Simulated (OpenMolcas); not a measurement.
**triplet C2H5AlN2: levels of theory compared**

Wanted: a comparison of 4 runs (UHF/def2-SVP, UB3LYP/6-31G*, U-revPBE/def2-SVP, USVWN5/def2-SVP) of triplet C2H5AlN2. 

The calculation is run with OpenMolcas 26.06.

1 further run of the same task is left out (set aside as unsound or not needed).

## Step 1: The molecule

C2H5AlN2: 10 atoms, total charge 0, spin state triplet. As SMILES of the parent species, `C#[C][Al]([NH2])[NH2]`. The shape is that of a PBE0-D4/def2-TZVP optimisation. That shape belongs to the parent species and isn't relaxed for this state.

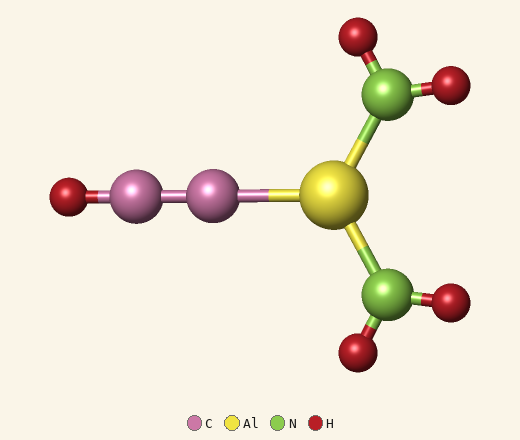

The structure, seen from a chosen angle (carbon pink, aluminium yellow, nitrogen green, hydrogen red).

## Step 2: A single-point energy at UHF/def2-SVP (run 1)

calc.input reads:

```
* C2H5AlN2 Hartree-Fock
&GATEWAY
BasLib=$CurrDir
BasisSet
C.def2-SVP....
C1 -2.368100 1.221100 0.873300 angstrom
C2 -1.345900 0.693600 0.497800 angstrom
End of Basis
BasisSet
Al.def2-SVP....
Al3 0.265700 -0.138000 -0.094200 angstrom
End of Basis
BasisSet
N.def2-SVP....
N4 0.247600 -1.861100 -0.467000 angstrom
N5 1.722400 0.842900 -0.249900 angstrom
End of Basis
BasisSet
H.def2-SVP....
H6 -3.269100 1.686000 1.204200 angstrom
H7 1.027400 -2.410800 -0.785900 angstrom
H8 -0.574800 -2.435200 -0.383700 angstrom
H9 1.750000 1.827100 -0.041300 angstrom
H10 2.627700 0.523400 -0.550300 angstrom
End of Basis
&SEWARD
&SCF
UHF
Spin=3
Thresholds=1e-10 1e-07 1e-07 1e-05
PrOrbitals=1 1
```

The basis set def2-SVP is read from a file made from the Basis Set Exchange's data (not shown).

On the command line:

```console
$ export MOLCAS_MEM=1860
$ pymolcas calc.input > calc.log
```

What it wrote:

```text
--- Start Module: gateway ---
[...]
--- Stop Module: gateway /rc=_RC_ALL_IS_WELL_ ---
--- Start Module: seward ---
[...]
      Basis functions           99
--- Stop Module: seward /rc=_RC_ALL_IS_WELL_ ---
[...]
--- Start Module: scf ---
[...]
       Convergence after  27 Iterations
[...]
::    Total SCF energy                               -429.1212141143
[...]
      Total spin, S                                     1.0053504118
[...]
      Total electronic charge=   44.000000
      Total            charge=   -0.000000
[...]
      Dipole Moment (debye):
      Origin of the operator (angstrom)=   -0.0981    0.0497    0.0394
                   X= -7.9225E-02               Y=  4.0872E-02               Z=  2.8544E-02           Total=  9.3605E-02
      Quadrupole Moment (debye*angstrom):
[...]
--- Stop Module: scf /rc=_RC_ALL_IS_WELL_ ---
[...]
```

Wall time 13 s (1 thread of Intel Xeon 6975P-C (Granite Rapids), shared host); peak memory 0.55 GiB.

## Step 3: The energy at UB3LYP/6-31G(d) (Cartesian functions) (run 2)

mol.inp reads:

```
* C2H5AlN2 Kohn-Sham DFT

&GATEWAY
  BasLib=$CurrDir
  Coord
  10
  angstrom
  C       -2.368100       1.221100       0.873300
  C       -1.345900       0.693600       0.497800
  Al       0.265700      -0.138000      -0.094200
  N        0.247600      -1.861100      -0.467000
  N        1.722400       0.842900      -0.249900
  H       -3.269100       1.686000       1.204200
  H        1.027400      -2.410800      -0.785900
  H       -0.574800      -2.435200      -0.383700
  H        1.750000       1.827100      -0.041300
  H        2.627700       0.523400      -0.550300
  Basis=6-31Gs
  Group=NoSym

&SEWARD
  GridInput
  Grid=UltraFine
  End of Grid

&SCF
  UHF
  Spin=3
  KSDFT=B3LYP
  Thresholds=1e-10 1e-07 1e-07 1e-05
  PrOrbitals=0
```

The basis set 6-31G* is read from a file made from the Basis Set Exchange's data (not shown).

On the command line:

```console
$ export MOLCAS_MEM=1860
$ pymolcas mol.inp > mol.log
```

What it wrote:

```text
--- Start Module: gateway ---
[...]
--- Stop Module: gateway /rc=_RC_ALL_IS_WELL_ ---
--- Start Module: seward ---
[...]
      Basis functions           89
--- Stop Module: seward /rc=_RC_ALL_IS_WELL_ ---
[...]
--- Start Module: scf ---
[...]
       Convergence after  35 Iterations
[...]
::    Total KS-DFT energy                            -430.9847042008
[...]
      Total spin, S                                     1.0016135717
[...]
      Total electronic charge=   44.000000
      Total            charge=   -0.000000
[...]
      Dipole Moment (debye):
      Origin of the operator (angstrom)=   -0.0981    0.0497    0.0394
                   X=  7.8423E-03               Y= -3.7259E-03               Z= -3.4294E-03           Total=  9.3352E-03
      Quadrupole Moment (debye*angstrom):
[...]
--- Stop Module: scf /rc=_RC_ALL_IS_WELL_ ---
[...]
```

It took 65 s on 1 thread of Intel Xeon 6975P-C (Granite Rapids), shared host; peak memory 0.49 GiB.

Run 3 isn't shown in full; the table further down has it.

## Step 4: A single-point energy at USVWN5/def2-SVP (run 4)

test.input reads:

```
&GATEWAY
 BasLib = $CurrDir
 Coord
 10
 angstrom
 C       -2.368100       1.221100       0.873300
 C       -1.345900       0.693600       0.497800
 Al       0.265700      -0.138000      -0.094200
 N        0.247600      -1.861100      -0.467000
 N        1.722400       0.842900      -0.249900
 H       -3.269100       1.686000       1.204200
 H        1.027400      -2.410800      -0.785900
 H       -0.574800      -2.435200      -0.383700
 H        1.750000       1.827100      -0.041300
 H        2.627700       0.523400      -0.550300
 Basis = def2-SVP
 Group = NoSym

&SEWARD
 GridInput
 Grid=UltraFine
 End of Grid

&SCF
 UHF
 Spin = 3
 KSDFT = SVWN5
 Thresholds = 1e-10 1e-07 1e-07 1e-05
 PrOrbitals = 1 2
```

The basis set def2-SVP is read from a file made from the Basis Set Exchange's data (not shown).

On the command line:

```console
$ export MOLCAS_MEM=1860
$ pymolcas test.input > test.log
```

What it wrote:

```text
--- Start Module: gateway ---
[...]
--- Stop Module: gateway /rc=_RC_ALL_IS_WELL_ ---
--- Start Module: seward ---
[...]
      Basis functions           99
--- Stop Module: seward /rc=_RC_ALL_IS_WELL_ ---
[...]
--- Start Module: scf ---
[...]
       Convergence after  39 Iterations
[...]
::    Total KS-DFT energy                            -428.0939037535
[...]
      Total spin, S                                     1.0005693021
[...]
      Total electronic charge=   44.000000
      Total            charge=   -0.000000
[...]
      Dipole Moment (debye):
      Origin of the operator (angstrom)=   -0.0981    0.0497    0.0394
                   X= -6.8825E-02               Y= -3.7626E+00               Z= -8.0725E-01           Total=  3.8489E+00
      Quadrupole Moment (debye*angstrom):
[...]
--- Stop Module: scf /rc=_RC_ALL_IS_WELL_ ---
[...]
```

Run time: 44 s. Hardware: 1 thread of Intel Xeon 6975P-C (Granite Rapids), shared host; peak memory 0.55 GiB.

## Step 5: All runs side by side

| run | level | Cartesian functions | integration grid | energy (Eh) | dipole moment (D) | HOMO energy (eV) | ⟨S²⟩ | wall time |
| --- | --- | --- | --- | --- | --- | --- | --- | --- |
| 1 | UHF/def2-SVP | no | – | -429.121214 | 0.09 | -5.77 | 2.016 | 13 s |
| 2 | UB3LYP/6-31G* (Cartesian functions) | yes | UltraFine | -430.984704 | 0.01 | -2.36 | 2.005 | 65 s |
| 3 | U-revPBE/def2-SVP | no | UltraFine | -430.665316 | 12.52 | -1.36 | 2.003 | 87 s |
| 4 | USVWN5/def2-SVP | no | UltraFine | -428.093904 | 3.85 | -1.13 | 2.002 | 44 s |

## Step 6: What came out

```
                                 quantity          value
                      run 4: total energy  -428.09390 Eh
                     run 4: dipole moment         3.85 D
run 4: HOMO energy (highest over α and β)       -1.13 eV
                              run 4: ⟨S²⟩          2.002
```

The dipole moment (its size) runs from 0.01 D (UB3LYP/6-31G*) to 12.52 D (U-revPBE/def2-SVP). The two ends differ in method and basis. So wide a spread suggests that the runs ended on unlike SCF solutions, not only an effect of the method. Totals of different functionals can't be ranked against each other. All runs together took 3.5 min, the longest 87 s.
